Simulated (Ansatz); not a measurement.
## Fields on a plane of KTaO3 (cubic perovskite)

```
KTaO3
1.0
    4.02318     0.00000     0.00000
    0.00000     4.02318     0.00000
    0.00000     0.00000     4.02318
K Ta O
1 1 3
Direct
  0.00000   0.00000   0.00000
  0.50000   0.50000   0.50000
  0.00000   0.50000   0.50000
  0.50000   0.50000   0.00000
  0.50000   0.00000   0.50000
```

The slice is a {110} plane (indices of the conventional cell) through the point (0.500, 0.500, 0.000) (fractional), spanned by u = [100] and v = [011] in vectors of this cell: u (4.02 Å) and v (5.69 Å, at 90° to u). It covers one period; positions are fractions (u, v).

Atoms on it: O at (0.00, 0.00); O at (0.00, 0.50).

Calculation: PBE (plane waves to 420 eV, PAW, scalar-relativistic; Ansatz, a first-principles code). k mesh 8×8×8. Inside the PAW spheres the values are not all-electron values, and peaks at nuclei hang on which shells count as valence. KTaO3 is run without spin polarisation. KTaO3 was relaxed with its symmetry unable to fall. Spin-orbit coupling is left out, though Ta is heavy. The PAW data are Ansatz's earlier set.

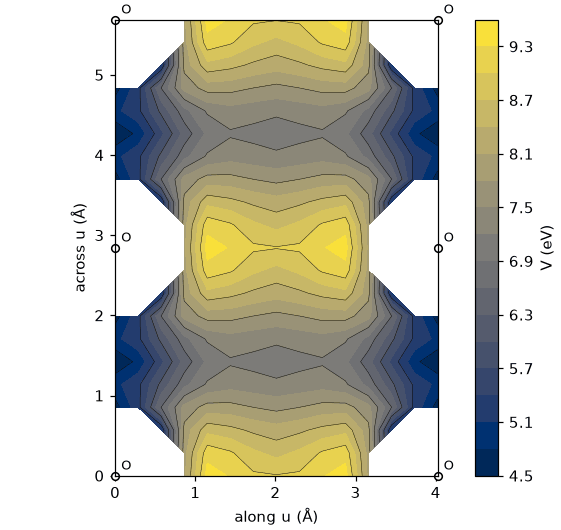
*Electrostatic potential energy of an electron, from the cell's mean, in eV, one period of the plane, atoms marked. Points within 0.8 Å of a nucleus are left white, as the pseudised field means little there. The zero, the cell's mean, hangs on the PAW cores.*

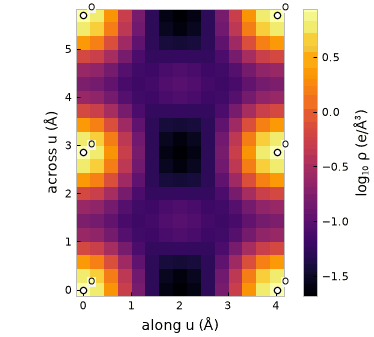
Figure: Log₁₀ of the valence density in e/Å³, one period of the plane, atoms marked. The scale is logarithmic, as a density can span decades between atoms and voids.
